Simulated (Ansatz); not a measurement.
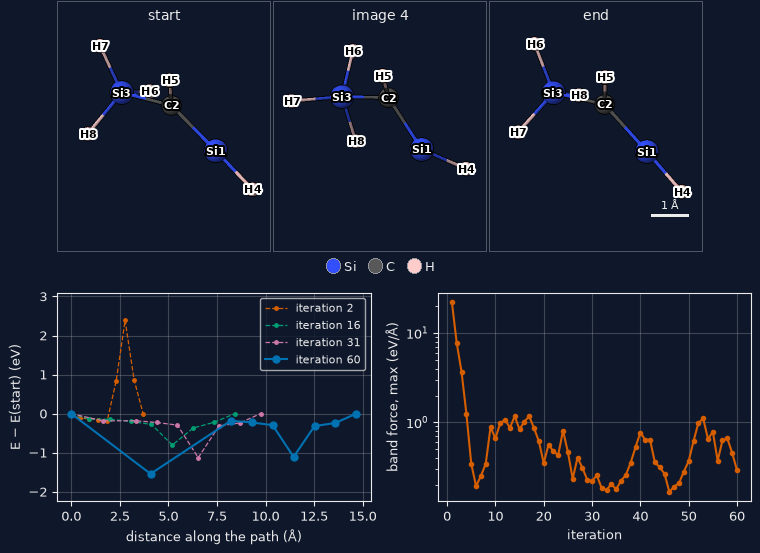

A nudged-elastic-band calculation for CH5Si2 (charge +1). Images are numbered from 0 (start) to 8 (end). The plot follows the band through its iterations. A ball-and-stick model, seen from a free direction.

All numbers below come from RKS PBE0/def2-SVP (Ansatz 0.2.0). Set-up: 7 movable images; climbing image; force threshold 0.05 eV/Å; iteration limit 60; starting path through a guess of the saddle point; end points as typed, not relaxed.

### Judge this run.

The result isn't final. The band hadn't converged when the run stopped after 60 iterations. The largest component of the band force went from 22 to 0.29 eV/Å. The end points weren't relaxed, so energies relative to them aren't barriers between minima. The first iteration put the highest image at 11.22 eV. Relative to the start the highest point is image 8 at 0.00 eV and the end lies at 0.00 eV, but the profile dips to −1.54 eV at image 1 on the way, so there may be an intermediate minimum, or an end is no minimum.

Cost: 15 min on 1 thread of Arm Neoverse V1, with other jobs on the host, peak memory 0.15 GiB.
